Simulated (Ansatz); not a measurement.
## Electronic structure of Ge$_{6}$Si in real space

```xyz
7

Si    0.6430   -1.0225   -0.3174
Ge   -1.8832   -1.2721    0.0971
Ge    1.3308    1.2110   -1.3915
Ge   -0.9482   -0.0123   -2.0675
Ge   -0.1820   -0.8275    2.1110
Ge    1.8043    0.7072    1.1909
Ge   -0.7647    1.2161    0.3775
```

Geometry: B3LYP-D4/def2-SVP.

These are results of Ansatz, RKS PBE0-D4/def2-TZVP, not measurements.

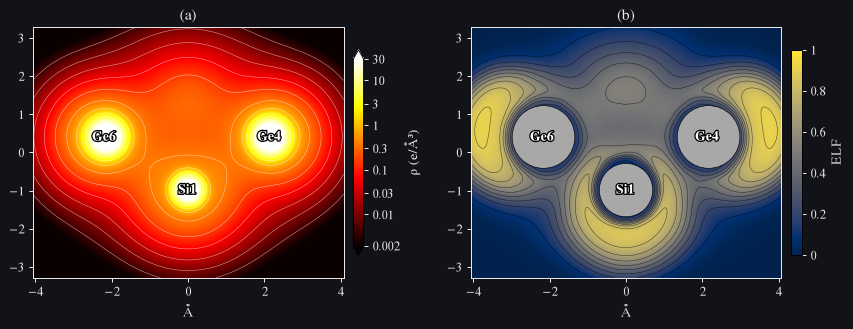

Figure 1. (a) total electron density; (b) electron localisation function on the plane of atoms Ge4, Si1 and Ge6. Grey discs cover the atomic cores in the ELF map.

What does the map show?

- Atoms in the plane: Si and Ge.
- Si–Ge (2.57 Å): ρ at the midpoint is about 0.37 e/Å³; the ELF peaks at about 0.65 in the valence shell of Si, 1.1 Å from its nucleus, and is about 0.60 at the midpoint.

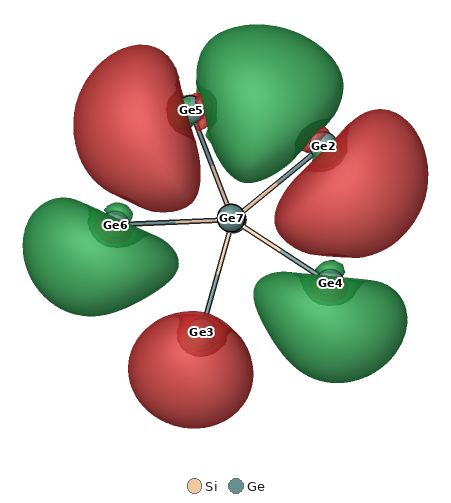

Figure 2. The HOMO at ±0.05 Å⁻³ᐟ² (green and red are the two phases), seen across its widest extent.

What is the character of this orbital?

It lies mainly on Ge2 (about 25 %), Ge5 (about 25 %), Ge3 (about 15 %), Ge4 (about 15 %) and Ge6 (about 15 %). It is one of a degenerate set, so its orientation is arbitrary. Its energy is −6.39 eV.
